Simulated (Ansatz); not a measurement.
# AlBNH4F (SMILES [NH2][AlH][BH]F) at PBE/def2-SVPD

What is the energy change on altering one bond length of AlBNH4F at PBE/def2-SVPD? 

The results are computed with Ansatz 0.2.0.

92 further runs of the same task are left out: 92 set aside as unsound or not needed.

## 1. The molecule

AlBNH4F has 8 atoms, charge 0, and is taken as a singlet. As SMILES, `[NH2][AlH][BH]F`. The shape is that of a PBE0-D4/def2-TZVP optimisation. This is one conformer, not always the lowest.

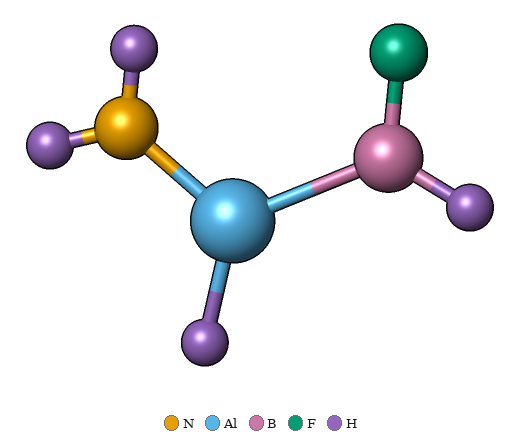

Viewed from a chosen angle; nitrogen amber, aluminium blue, boron pink, fluorine teal, hydrogen purple.

## 2. A single-point energy at PBE/def2-SVPD

Input file run.yaml:

```yaml
crystal:
  periodic: [false, false, false]
  atoms:
    - {symbol: "N", position_ang: [-1.034900, 1.238000, 0.178100]}
    - {symbol: Al, position_ang: [0.358400, 0.247200, 0.637000]}
    - {symbol: B, position_ang: [0.824000, -1.438600, -0.645900]}
    - {symbol: F, position_ang: [0.022100, -1.693000, -1.675500]}
    - {symbol: H, position_ang: [-1.365500, 2.050100, 0.674400]}
    - {symbol: H, position_ang: [-1.614500, 1.063500, -0.627700]}
    - {symbol: H, position_ang: [1.149400, 0.679500, 1.946200]}
    - {symbol: H, position_ang: [1.753200, -2.203800, -0.542400]}
basis:
  gaussian: {orbitals: def2-SVPD}
hamiltonian: {xc: pbe}
accuracy: high
output: {orbitals: {seedname: orbitals}}
```

The run is started by

```
$ ansatz run run.yaml --threads 1 --pin off --max-ram 3480MiB --events-out events.jsonl --progress --plain --runs-dir runs
```

Output:

```text
Warning: RAYON_NUM_THREADS=1 ignored (pool sized by the plan → 1); use --threads N
Functional definition: PBE
  name "PBE"
  parameter kappa = 0.804
  parameter beta = 0.06672455060314922
  exchange = pbe_x(kappa = kappa, mu = beta*pi^2/3)
  correlation = pbe_c(beta = beta)
2418 factors; integrals over basis functions are off by at most 3.3e-9 eV
mean field evaluation 1: about -11521.4111 eV, gradient 7.0e1 eV
mean field evaluation 2: about -11468.5524 eV, gradient 1.4e2 eV
mean field evaluation 4: about -11531.5266 eV, gradient 8.5e0 eV
mean field evaluation 8: about -11531.7320 eV, gradient 4.4e-1 eV
mean field evaluation 16: about -11531.7288 eV, gradient 2.7e-5 eV
mean field -11531.72881419 eV, -423.7832174350 hartree, gradient 3.7e-8 eV, S^2 0.000000; 0 other end points of the search recorded, 0 dependent functions left out
reference -11531.72881916 eV, -423.7832176176 hartree; 19, 19 occupied and 100, 100 virtual orbitals, 2418 factors
Total energy: -11531.72881916 eV, -423.7832176176 hartree
```

Run time: 11 s. Hardware: 1 thread of Arm Neoverse V1, shared host; peak memory 0.35 GiB.

## 3. The distorted shape

Input file run.yaml:

```yaml
crystal:
  periodic: [false, false, false]
  atoms:
    - {symbol: N, position_ang: [-1.778266, 1.850165, 0.095299]}
    - {symbol: Al, position_ang: [-0.384966, 0.859365, 0.554199]}
    - {symbol: B, position_ang: [0.080634, -0.826435, -0.728701]}
    - {symbol: F, position_ang: [-0.721266, -1.080835, -1.758301]}
    - {symbol: H, position_ang: [-2.108866, 2.662265, 0.591599]}
    - {symbol: H, position_ang: [-2.357866, 1.675665, -0.710501]}
    - {symbol: H, position_ang: [0.406034, 1.291665, 1.863399]}
    - {symbol: H, position_ang: [1.753200, -2.203800, -0.542400]}
basis:
  gaussian:
    orbitals: def2-SVPD
hamiltonian:
  xc: pbe
accuracy: high
output:
  orbitals: {seedname: orbitals}
```

The run is started by

```
$ ansatz run run.yaml --threads 1 --pin off --max-ram 3480MiB --events-out events.jsonl --progress --plain --runs-dir runs
```

Output:

```text
Warning: RAYON_NUM_THREADS=1 ignored (pool sized by the plan → 1); use --threads N
[... 6 set-up lines as earlier in the session ...]
2441 factors; integrals over basis functions are off by at most 3.0e-9 eV
mean field evaluation 1: about -11519.2608 eV, gradient 6.9e1 eV
mean field evaluation 2: about -11457.9558 eV, gradient 1.4e2 eV
mean field evaluation 4: about -11528.7153 eV, gradient 1.1e1 eV
mean field evaluation 8: about -11529.1364 eV, gradient 4.2e-1 eV
mean field evaluation 16: about -11529.1338 eV, gradient 9.4e-5 eV
mean field -11529.13378744 eV, -423.6878519608 hartree, gradient 3.5e-8 eV, S^2 0.000000; 0 other end points of the search recorded, 0 dependent functions left out
reference -11529.13379266 eV, -423.6878521526 hartree; 19, 19 occupied and 100, 100 virtual orbitals, 2441 factors
Total energy: -11529.13379266 eV, -423.6878521526 hartree
```

Run time: 11 s. Hardware: 1 thread of Arm Neoverse V1, shared host; peak memory 0.35 GiB.

## 4. Results

Level: PBE/def2-SVPD.

| quantity | value |
| --- | --- |
| first shape: total energy | -423.78322 Eh |
| first shape: HOMO energy | -6.01 eV |
| first shape: LUMO energy | -3.05 eV |
| first shape: HOMO–LUMO gap | 2.96 eV |
| distorted shape: total energy | -423.68785 Eh |
| distorted shape: HOMO energy | -5.60 eV |
| distorted shape: LUMO energy | -3.50 eV |
| distorted shape: HOMO–LUMO gap | 2.10 eV |
| energy change with the B3–H8 bond stretched from 1.208 to 2.175 Å | 2.595 eV |

With the B3–H8 bond stretched from 1.208 to 2.175 Å the energy rises by 2.60 eV (250 kJ/mol). The first shape isn't relaxed at this level, so the change isn't measured from a minimum.
